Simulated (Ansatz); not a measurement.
# BFO: the cost of one run

All numbers are computed with the Python package of Ansatz 0.2.0. The levels of theory stand in the script.

## 1. Starting point

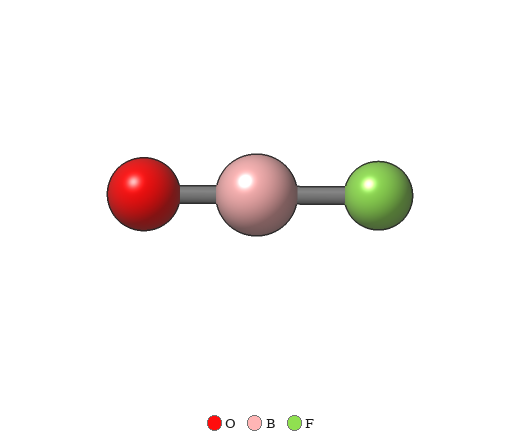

The structure that the script starts from, seen from a chosen angle (oxygen red, boron pink, fluorine green).

No structure file is read: the coordinates are typed or built in the script.

## 2. Script

composite.py

```python
"""Relax BFO cheaply, then refine its energy."""

import itertools

import ansatz as az
from ase.data import atomic_numbers, covalent_radii
import numpy as np


def main() -> None:
    mol = (
        az.Crystal.molecule()
        .atom("O", (0.97333, -0.55912, 0.47519))
        .atom("B", (0.02479, -0.01497, 0.01202))
        .atom("F", (-0.99812, 0.5741, -0.48721))
    )

    calc = mol.calculation().basis(gaussian="def2-SVP").functional("r2scan")
    symbols = [site.symbol for site in mol.cartesian_sites]
    start = np.array([site.position_ang for site in mol.cartesian_sites], dtype=float)
    report = calc.relax(force_tolerance=0.01, max_steps=100).run(threads=1).report
    end = np.array(report["positions_ang"])
    # pairs closer than 1.2 times the sum of covalent radii, before or after
    radius = [covalent_radii[atomic_numbers[s]] for s in symbols]
    span = lambda where, i, j: np.linalg.norm(where[i] - where[j])
    bonded = [(i, j) for i, j in itertools.combinations(range(len(symbols)), 2) if min(span(start, i, j), span(end, i, j)) < 1.2 * (radius[i] + radius[j])]
    print("pair        before    after (A)")
    for i, j in bonded:
        print(f"{symbols[i]}{i}-{symbols[j]}{j}".ljust(10), f"{span(start, i, j):8.4f} {span(end, i, j):8.4f}")

    minimum = az.Crystal.molecule()
    for symbol, place in zip(symbols, end):
        minimum = minimum.atom(symbol, place.tolist())
    at_minimum = minimum.calculation()
    # MP2 extrapolated to the basis limit, plus the small-basis difference CCSD(T) - MP2
    level = lambda method, basis: at_minimum.basis(gaussian=basis).correlation(method).run(threads=1).report
    small, large, cluster = level("mp2", "cc-pVDZ"), level("mp2", "cc-pVTZ"), level("ccsd_t", "cc-pVDZ")
    corr = lambda each: (each["free_energy_ev"] - each["reference_energy_ev"]) / 27.211386246
    mp2_limit = (27 * corr(large) - 8 * corr(small)) / 19
    pieces = {"HF / cc-pVTZ": large["reference_energy_ev"] / 27.211386246, "MP2 correlation, DZ-TZ limit": mp2_limit, "CCSD(T) - MP2 / cc-pVDZ": corr(cluster) - corr(small)}
    for name, value in pieces.items():
        print(f"{name:32s} {value:14.6f} Ha")
    print(f"{'sum':32s} {sum(pieces.values()):14.6f} Ha")
    print("T1 diagnostic", round(cluster["correlation"]["coupled_cluster"]["t1_diagnostic"], 4))


if __name__ == "__main__":
    main()
```

## 3. The calls as engine input

The package turns the script's settings into the engine's input (first run):

```yaml
crystal:
  periodic: [false, false, false]
  atoms:
    - { symbol: O, position_ang: [0.97333, -0.55912, 0.47519] }
    - { symbol: B, position_ang: [0.02479, -0.01497, 0.01202] }
    - { symbol: F, position_ang: [-0.99812, 0.5741, -0.48721] }
basis:
  gaussian:
    orbitals: def2-SVP
hamiltonian:
  xc: r2scan
relax:
  f_tol: 0.01
  max_steps: 100
```

## 4. Running it

Run with:

```console
python composite.py
```

What time and memory should one allow on 1 thread of Arm Neoverse V2, shared host?

About 4.9 s, with a peak of 0.18 GiB.
